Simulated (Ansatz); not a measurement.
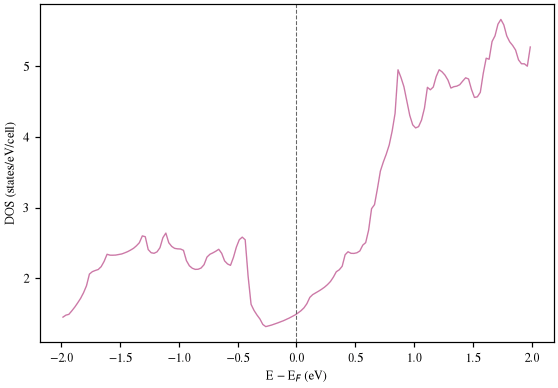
Figure. Density of states of Ta$_{4}$N$_{5}$ (I4/m) near the Fermi level, PBEsol, rigid bands run with Ansatz (a program for electronic structure).

Q: With 9 atoms a cell, what bare Sommerfeld coefficient γ = (π²/3) k_B² N(E_F) follows?

A: N(E_F) ≈ 1.50 states/eV a cell at 300 K, so γ ≈ 0.39 mJ/(mol of atoms·K²), before many-body enhancement (phonons, spin fluctuations, correlation).

Q: How far does the Fermi level move in a rigid band for 0.1 electron a cell added or removed?

A: 65 meV and -68 meV.

A metal at this level (no band gap); rigid bands, thermally averaged at 300 K, both spins. Spin-orbit coupling is left out, which matters with elements this heavy. Geometry: cell and atoms relaxed with PBEsol.

Computed structure with no diffraction record at hand here (it may be known, metastable or hypothetical): Ta4N5 (I4/m).
